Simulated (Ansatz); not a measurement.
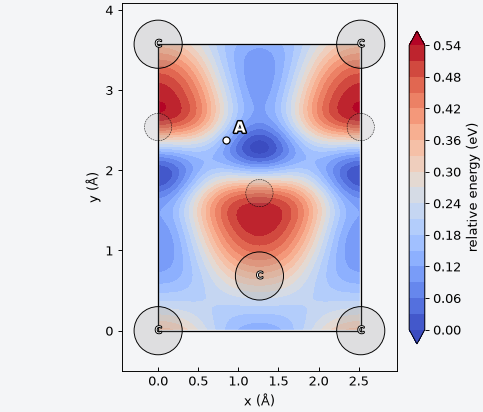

Si on a C(110) slab cut from the Fd-3m phase, its upper half relaxed before the scan (20 atoms of substrate and one adsorbate in a 2 × 1 cell). 
- Si is moved over the surface cell; relaxed at each place: the height of the adsorbate's atoms; substrate rigid; the origin of the map has the adsorbate above C17.
- Places are given modulo a cell vector. The map is drawn in real space over the plane of the surface.
- The grid has 6 × 6 points; 24 points were computed and 12 follow by symmetry.
- Places are given in fractions of the 1 × 1 surface cell.
- Energies: eV, counted from the lowest grid point.
- The calculation used Ansatz 0.2.0, DFT PBE, scalar-relativistic, plane waves, PAW. Settings: cutoff 420 eV, k-mesh 5×8×1, gaussian smearing 0.05 eV, spin-polarised.

Drawn: filled contours, labelled circles for the atoms of the top layer and small ones for the second layer, the outline of one cell of the plane, one colour for all values above the top of the scale, the point A. Between grid points the surface is interpolated.

Which way does the force act at A, and how strong is it?

Answer. A, at (2/6, 4/6) of the cell vectors, is not a stationary point. The computed force is 0.64 eV/Å in the plane, pointing down and right in the picture (components 0.49 and −0.40 eV/Å).

PAW datasets: the set soft_1.
